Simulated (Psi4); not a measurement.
**One shape, several levels: [CuH2O2]− (SMILES [OH][Cu-][OH])**

We compute a comparison of 3 runs (PBEh-3c/def2-mSVP, PBE/6-31G**, LC-VV10/def2-SVPD) of [CuH2O2]−. 

The calculation is run with Psi4 1.11.

4 further runs of the same task are left out: 1 that didn't finish, 3 set aside as unsound or not needed.

### Step 1. The molecule

[CuH2O2]− has 5 atoms, charge -1, and is taken as a singlet. As SMILES, `[OH][Cu-][OH]`. The shape comes from GFN2-xTB, which is rough for such elements, and wasn't checked as a minimum. This is one conformer, not always the lowest.

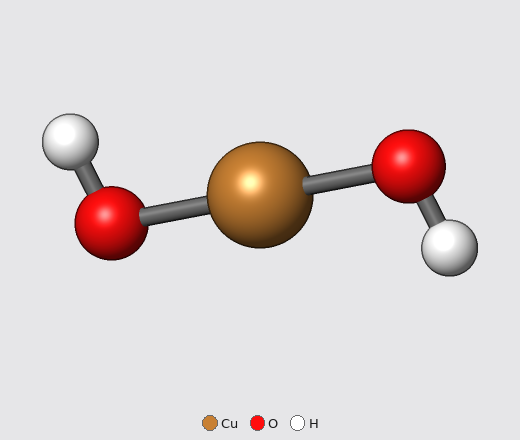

Viewed from a chosen angle; copper orange, oxygen red, hydrogen white.

### Step 2. Energy and one-electron properties at PBEh-3c/def2-mSVP (run 1)

job.inp reads:

```
memory 1600 MB

molecule mol {
  -1 1
  Cu
  O 1 R2
  H 2 R3 1 A3
  O 1 R4 3 A4 2 D4
  H 4 R5 1 A5 3 D5

  R2 = 1.764653
  R3 = 0.961402
  A3 = 103.87172
  R4 = 1.765505
  A4 = 154.85911
  D4 = 179.82414
  R5 = 0.961257
  A5 = 103.87177
  D5 = 179.43614
  units angstrom
  symmetry c1
}

set scf_type direct

result, w = energy('pbeh-3c', return_wfn=True)
oeprop(w, 'MBIS_CHARGES', 'LOWDIN_CHARGES', 'MAYER_INDICES')
print_variables()
```

On the command line:

```console
$ psi4 -n 1 job.inp job.out
```

job.out:

```text
[...]
  Running in c1 symmetry.
[...]
  Nuclear repulsion =  173.747253596409649
[...]
  Multiplicity = 1
[...]
  Nalpha       = 24
  Nbeta        = 24
[...]
    Number of basis functions: 65
[...]
   @DF-RKS iter   1: -1788.73452294906997   -9.57925e-01   3.33421e-02 ADIIS/DIIS
[...]
   @RKS iter  15: -1790.94323138798518   -6.64977e-09   3.40433e-07 DIIS
[...]
  @RKS Final Energy: -1790.94323138798518
   => Energetics <=
    Nuclear Repulsion Energy =            173.7472535964096494
    One-Electron Energy =               -2855.6806982265288752
    Two-Electron Energy =                 940.5718272518068943
    DFT Exchange-Correlation Energy =     -49.6000479367328637
    Empirical Dispersion Energy =           0.0184339270597281
    VV10 Nonlocal Energy =                  0.0000000000000000
    Total Energy =                      -1790.9432313879851790
[...]
 Multipole Moments:
 ------------------------------------------------------------------------------------
     Multipole            Electronic (a.u.)      Nuclear  (a.u.)        Total (a.u.)
 ------------------------------------------------------------------------------------
 L = 1.  Multiply by 2.5417464519 to convert [e a0] to [Debye]
 Dipole X            :          0.0006020           -0.0078003           -0.0071983
 Dipole Y            :          0.0044611           -0.0035543            0.0009067
 Dipole Z            :          0.0027786           -0.0022939            0.0004847
 Magnitude           :                                                    0.0072713
[...]
```

Run time: 21 s. Hardware: 1 thread of AMD EPYC 7R43 (Zen 3), shared host; peak memory 0.38 GiB.

Atomic charges (e):

```tsv
atom	Löwdin	MBIS
Cu1	-0.105	+0.250
O2	-0.696	-0.999
H3	+0.248	+0.374
O4	-0.696	-0.999
H5	+0.248	+0.374
```

### Step 3. The energy at PBE/6-31G(d,p) (spherical functions) (run 2)

cuh2o2.inp reads:

```
memory 1.6 GB

molecule geom {
  -1 1
  Cu
  O 1 1.764653
  H 2 0.961402 1 103.87172
  O 1 1.765505 3 154.85911 2 179.82414
  H 4 0.961257 1 103.87177 3 179.43614
  units angstrom
  symmetry c1
}

set globals {
  basis 6-31G**
  reference rks
  puream true
  e_convergence 1e-09
  d_convergence 1e-08
  scf_type pk
  dft_radial_points 99
  dft_spherical_points 590
}

e, wfn = energy('pbe', return_wfn=True)
oeprop(wfn, 'QUADRUPOLE', 'WIBERG_LOWDIN_INDICES', 'DIPOLE')
```

On the command line:

```console
$ psi4 -n 1 cuh2o2.inp cuh2o2.out
```

cuh2o2.out:

```text
[...]
  Running in c1 symmetry.
[...]
  Nuclear repulsion =  173.747253596409649
[...]
  Multiplicity = 1
[...]
  Nalpha       = 24
  Nbeta        = 24
[...]
    Number of basis functions: 72
[...]
   @RKS iter   1: -1788.35575959798894    8.39902e-01   4.67963e-02 ADIIS/DIIS
[...]
   @RKS iter  14: -1791.51140420501520   -2.27374e-13   9.46114e-09 DIIS
[...]
  @RKS Final Energy: -1791.51140420501520
   => Energetics <=
    Nuclear Repulsion Energy =            173.7472535964096494
    One-Electron Energy =               -2853.7544232225991436
    Two-Electron Energy =                 973.4813672399018287
    DFT Exchange-Correlation Energy =     -84.9856018187275737
    Empirical Dispersion Energy =           0.0000000000000000
    VV10 Nonlocal Energy =                  0.0000000000000000
    Total Energy =                      -1791.5114042050151966
[...]
 Multipole Moments:
 ------------------------------------------------------------------------------------
     Multipole            Electronic (a.u.)      Nuclear  (a.u.)        Total (a.u.)
 ------------------------------------------------------------------------------------
 L = 1.  Multiply by 2.5417464519 to convert [e a0] to [Debye]
 Dipole X            :          0.0039089           -0.0078003           -0.0038914
 Dipole Y            :          0.0034550           -0.0035543           -0.0000993
 Dipole Z            :          0.0027771           -0.0022939            0.0004832
 Magnitude           :                                                    0.0039225
 L = 2.  Multiply by 1.3450342976 to convert [e a0^2] to [Debye ang]
 Quadrupole XX       :        -23.6496549            0.0004468          -23.6492081
 Quadrupole XY       :          0.0103916           -0.0306181           -0.0202265
[...]
```

Wall time 14 s (1 thread of AMD EPYC 7R43 (Zen 3), shared host); peak memory 0.71 GiB.

### Step 4. The energy at LC-VV10/def2-SVPD (density fitting) (run 3)

cuh2o2.py reads:

```python
import psi4

psi4.set_memory(1600000000)
psi4.set_num_threads(1)
psi4.set_output_file('run.log', False)

mol = psi4.geometry("""
-1 1
Cu
O 1 1.764653
H 2 0.961402 1 103.87172
O 1 1.765505 3 154.85911 2 179.82414
H 4 0.961257 1 103.87177 3 179.43614
no_reorient
no_com
""")

psi4.set_options({
    'scf_type': 'df',
})

result, w = psi4.energy("lc-vv10/def2-SVPD", molecule=mol, return_wfn=True)
print(f'total energy {result:.8f} hartree = {result * 27.211386:.5f} eV')
```

On the command line:

```console
$ python cuh2o2.py
```

run.log:

```text
[...]
  Running in c1 symmetry.
[...]
  Nuclear repulsion =  173.747253596409649
[...]
  Multiplicity = 1
[...]
  Nalpha       = 24
  Nbeta        = 24
[...]
    Number of basis functions: 96
[...]
   @DF-RKS iter   1: -1788.92048454686460   -8.17360e-01   2.43247e-02 DIIS/ADIIS
[...]
   @DF-RKS iter  11: -1791.43523583594765   -1.26356e-08   7.85851e-07 DIIS
[...]
  @DF-RKS Final Energy: -1791.43523583594765
   => Energetics <=
    Nuclear Repulsion Energy =            173.7472535964096494
    One-Electron Energy =               -2853.0018427221193633
    Two-Electron Energy =                 961.4525235923263153
    DFT Exchange-Correlation Energy =     -73.8177778397664781
    Empirical Dispersion Energy =           0.0000000000000000
    VV10 Nonlocal Energy =                  0.1846075372020386
    Total Energy =                      -1791.4352358359476511
[...]
 Multipole Moments:
 ------------------------------------------------------------------------------------
     Multipole            Electronic (a.u.)      Nuclear  (a.u.)        Total (a.u.)
 ------------------------------------------------------------------------------------
 L = 1.  Multiply by 2.5417464519 to convert [e a0] to [Debye]
 Dipole X            :          0.0015316           -0.0078003           -0.0062687
 Dipole Y            :          0.0046419           -0.0035543            0.0010875
 Dipole Z            :          0.0029876           -0.0022939            0.0006937
 Magnitude           :                                                    0.0064001
[...]
```

Standard output:

```text
total energy -1791.43523584 hartree = -48747.43570 eV
```

Run time: 77 s. Hardware: 1 thread of AMD EPYC 7R43 (Zen 3), shared host; peak memory 0.56 GiB.

### Step 5. Overview of the runs

```tsv
run	level	task	integrals	energy (Eh)	HOMO energy (eV)	LUMO energy (eV)	HOMO–LUMO gap (eV)	wall time
1	PBEh-3c/def2-mSVP	properties	direct	-1790.943231	-0.62	5.33	5.95	21 s
2	PBE/6-31G** (spherical functions)	energy	pk	-1791.511404	2.93	4.73	1.80	14 s
3	LC-VV10/def2-SVPD (density fitting)	energy	df	-1791.435236	-3.26	5.65	8.91	77 s
```

### Step 6. Summary of results

| quantity | value |
| --- | --- |
| run 3: total energy | -1791.43524 Eh |
| run 3: HOMO energy | -3.26 eV |
| run 3: LUMO energy | 5.65 eV |
| run 3: HOMO–LUMO gap (to an unbound level, set by the basis) | 8.91 eV |

The HOMO–LUMO gap runs from 1.80 eV (PBE/6-31G**) to 8.91 eV (LC-VV10/def2-SVPD). The two ends differ in method and basis. The empty levels of an anion lie above zero and hang on the basis. Totals of different functionals can't be ranked against each other. In run 2 the HOMO lies above zero, so the outermost electron may be held by the basis alone. All runs together took 1.9 min, the longest 77 s.
